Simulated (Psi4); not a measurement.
**M06-L/def2-SVPD (core potential) run of SnH2Cl2 (SMILES [Cl][SnH2][Cl])**

Aim: the vertical electron affinity of SnH2Cl2 at M06-L/def2-SVPD (core potential), from 2 runs. 

The results are computed with Psi4 1.11.

1 further run of the same task is left out (set aside as unsound or not needed).

**1. The molecule**

SnH2Cl2: 5 atoms, total charge 0, spin state singlet. SMILES: `[Cl][SnH2][Cl]`. The shape is that of a PBE0-D4/def2-TZVP optimisation.

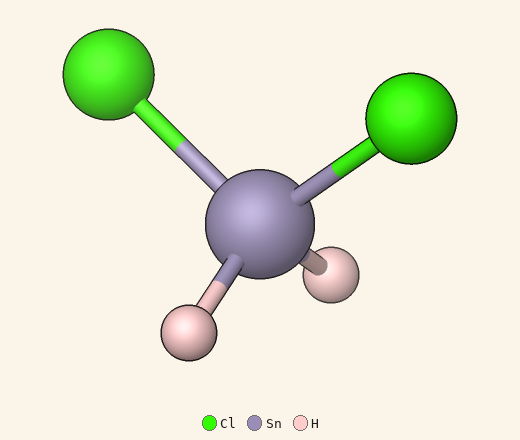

The structure, seen from a chosen angle (chlorine green, tin purple, hydrogen pink).

**2. The energy at M06-L/def2-SVPD (core potential)**

input.json reads:

```json
{
 "schema_name": "qcschema_input",
 "schema_version": 1,
 "molecule": {
  "schema_name": "qcschema_molecule",
  "schema_version": 2,
  "symbols": ["Cl", "Sn", "Cl", "H", "H"],
  "geometry": [-3.39262531, -0.61642866, 2.27995457, 0.36358331, -0.19445282, 0.07294343, -0.47318742, 2.44814019, -3.31439065, 1.13799307, -3.0732616, -1.10000958, 2.45853369, 1.29691904, 1.9830786],
  "molecular_charge": 0,
  "molecular_multiplicity": 1,
  "fix_symmetry": "c1",
  "fix_com": true,
  "fix_orientation": true
 },
 "driver": "energy",
 "model": {
  "method": "m06-l",
  "basis": "def2-SVPD"
 },
 "keywords": {
  "reference": "rks",
  "puream": true,
  "e_convergence": 1e-09,
  "d_convergence": 1e-08,
  "scf_type": "pk",
  "dft_radial_points": 99,
  "dft_spherical_points": 590,
  "scf_properties": ["QUADRUPOLE", "MAYER_INDICES", "LOWDIN_CHARGES"]
 }
}
```

On the command line:

```bash
$ psi4 --qcschema input.json -n 1 --memory 2200MB
```

stdout (excerpt; [...] marks lines left out):

```text
[...]
    !!!  WARNING: ECP capability is in beta. Please check occupations closely.  !!!
[...]
  Running in c1 symmetry.
[...]
  Nuclear repulsion =  237.041522330201360
[...]
  Multiplicity = 1
[...]
  Nalpha       = 29
  Nbeta        = 29
[...]
    Number of basis functions: 102
[...]
   @RKS iter   1: -1135.61582322483582   -7.33847e-01   6.23990e-03 ADIIS/DIIS
[...]
   @RKS iter  12: -1135.86041353774931   -3.41061e-12   2.35397e-09 DIIS
[...]
    Orbital Energies [Eh]
    ---------------------
    Doubly Occupied:
       1A   -101.140708     2A   -101.140689     3A     -9.407875
       4A     -9.407872     5A     -7.118380     6A     -7.118373
       7A     -7.111563     8A     -7.111558     9A     -7.111303
      10A     -7.111300    11A     -5.082125    12A     -3.438107
      13A     -3.435424    14A     -3.429827    15A     -1.043165
      16A     -1.040112    17A     -1.034561    18A     -1.033903
      19A     -1.033641    20A     -0.784621    21A     -0.768641
      22A     -0.502636    23A     -0.361393    24A     -0.360916
      25A     -0.357111    26A     -0.303025    27A     -0.299625
      28A     -0.295149    29A     -0.289976
[...]
  @RKS Final Energy: -1135.86041353774931
   => Energetics <=
    Nuclear Repulsion Energy =            237.0415223302013601
    One-Electron Energy =               -2120.6940367052666261
    Two-Electron Energy =                 823.3501315179826179
    DFT Exchange-Correlation Energy =     -75.5580306806667323
    Empirical Dispersion Energy =           0.0000000000000000
    VV10 Nonlocal Energy =                  0.0000000000000000
    Total Energy =                      -1135.8604135377493094
[...]
 Multipole Moments:
 ------------------------------------------------------------------------------------
     Multipole            Electronic (a.u.)      Nuclear  (a.u.)        Total (a.u.)
 ------------------------------------------------------------------------------------
 L = 1.  Multiply by 2.5417464519 to convert [e a0] to [Debye]
 Dipole X            :         55.1046328          -54.1234568            0.9811759
 Dipole Y            :        -25.5591037           25.0847914           -0.4743123
 Dipole Z            :         15.3497549          -15.0975889            0.2521661
 Magnitude           :                                                    1.1186001
 L = 2.  Multiply by 1.3450342976 to convert [e a0^2] to [Debye ang]
 Quadrupole XX       :       -248.8830240          209.7224763          -39.1605477
 Quadrupole XY       :        -14.4236718           13.9947728           -0.4288990
[...]
```

The result, in JSON:

```text
{
 "driver": "energy",
 "model": {
  "method": "m06-l",
  "basis": "def2-SVPD"
 },
 "success": true,
 "return_result": -1135.8604135377493,
 "properties": {
  "calcinfo_nbasis": 102,
  "calcinfo_nmo": 102,
  "calcinfo_nalpha": 29,
  "calcinfo_nbeta": 29,
  "calcinfo_natom": 5,
  "nuclear_repulsion_energy": 237.04152233020136,
  "return_energy": -1135.8604135377493,
  "scf_one_electron_energy": -2120.6940367052666,
  "scf_two_electron_energy": 823.3501315179826,
  "scf_xc_energy": -75.55803068066673,
  "scf_dipole_moment": [0.9811759292315756, -0.47431233757771807, 0.2521660625479214],
  "scf_total_energy": -1135.8604135377493,
  "scf_iterations": 12
 }
}
```

Run time: 20 s. Hardware: 1 thread of Intel Xeon 6975P-C (Granite Rapids), shared host; peak memory 0.99 GiB.

**3. The doublet anion, same level**

calc.py reads:

```python
import psi4

psi4.set_memory(2200000000)
psi4.set_num_threads(1)
psi4.set_output_file('psi4.out', False)

geom = psi4.geometry("""
-1 2
Cl    -1.795300    -0.326200     1.206500
Sn     0.192400    -0.102900     0.038600
Cl    -0.250400     1.295500    -1.753900
H      0.602200    -1.626300    -0.582100
H      1.301000     0.686300     1.049400
symmetry c1
no_reorient
no_com
""")

options = {'basis': 'def2-SVPD', 'reference': 'uks', 'puream': True, 'e_convergence': 1e-09, 'd_convergence': 1e-08, 'scf_type': 'pk', 'dft_radial_points': 99, 'dft_spherical_points': 590, 'maxiter': 100}
psi4.set_options(options)

result = psi4.energy("m06-l")
print(f'm06-l energy: {result:.10f} Eh')
```

On the command line:

```bash
$ python calc.py
```

psi4.out (excerpt; [...] marks lines left out):

```text
[...]
    !!!  WARNING: ECP capability is in beta. Please check occupations closely.  !!!
[...]
  Running in c1 symmetry.
[...]
  Nuclear repulsion =  237.041522240700004
[...]
  Multiplicity = 2
[...]
  Nalpha       = 30
  Nbeta        = 29
[...]
    Number of basis functions: 102
[...]
   @UKS iter   1: -1135.43719948176204   -5.70636e-01   7.63177e-03 DIIS/ADIIS
[...]
   @UKS iter  17: -1135.84370258836771   -1.29603e-11   6.62939e-09 DIIS
[...]
   @S^2 Observed:                7.515105105E-01
[...]
    Orbital Energies [Eh]
    ---------------------
    Alpha Occupied:
       1A   -100.944746     2A   -100.944725     3A     -9.213404
       4A     -9.213393     5A     -6.922908     6A     -6.922896
       7A     -6.917900     8A     -6.917888     9A     -6.917729
      10A     -6.917718    11A     -4.858128    12A     -3.215480
      13A     -3.211362    14A     -3.205978    15A     -0.822985
      16A     -0.820556    17A     -0.814036    18A     -0.813739
      19A     -0.812488    20A     -0.597421    21A     -0.582687
      22A     -0.308177    23A     -0.174205    24A     -0.171272
      25A     -0.167951    26A     -0.123347    27A     -0.121079
      28A     -0.115670    29A     -0.108512    30A      0.095448
    Alpha Virtual:
[...]
  @UKS Final Energy: -1135.84370258836771
   => Energetics <=
    Nuclear Repulsion Energy =            237.0415222407000044
    One-Electron Energy =               -2132.3071964025230045
    Two-Electron Energy =                 835.2142644583454967
    DFT Exchange-Correlation Energy =     -75.7922928848903439
    Empirical Dispersion Energy =           0.0000000000000000
    VV10 Nonlocal Energy =                  0.0000000000000000
    Total Energy =                      -1135.8437025883677052
[...]
 Multipole Moments:
 ------------------------------------------------------------------------------------
     Multipole            Electronic (a.u.)      Nuclear  (a.u.)        Total (a.u.)
 ------------------------------------------------------------------------------------
 L = 1.  Multiply by 2.5417464519 to convert [e a0] to [Debye]
 Dipole X            :         54.4889764          -54.1234570            0.3655194
 Dipole Y            :        -25.2427200           25.0847915           -0.1579285
 Dipole Z            :         15.2121045          -15.0975889            0.1145156
 Magnitude           :                                                    0.4143183
[...]
```

The script printed:

```text
m06-l energy: -1135.8437025884 Eh
```

Run time: 38 s. Hardware: 1 thread of Intel Xeon 6975P-C (Granite Rapids), shared host; peak memory 0.99 GiB.

**4. What came out**

At M06-L/def2-SVPD (core potential):

| quantity | value |
| --- | --- |
| singlet SnH2Cl2: total energy | -1135.86041 Eh |
| singlet SnH2Cl2: dipole moment | 2.84 D |
| singlet SnH2Cl2: HOMO energy | -7.89 eV |
| singlet SnH2Cl2: LUMO energy | -1.92 eV |
| singlet SnH2Cl2: HOMO–LUMO gap | 5.97 eV |
| doublet anion: total energy | -1135.84370 Eh |
| doublet anion: HOMO energy (highest over α and β) | 2.60 eV |
| doublet anion: LUMO energy (lowest over α and β) | 3.18 eV |
| doublet anion: ⟨S²⟩ | 0.752 |
| vertical electron affinity (to the doublet anion) | -0.455 eV |

The anion lies 0.45 eV (10.5 kcal/mol) above the neutral: the electron isn't bound at this level, and such a value depends on the basis. The HOMO (doublet anion) lies at positive energy, 2.60 eV, as semi-local functionals often give for anions; only total energies tell whether the electron is bound.
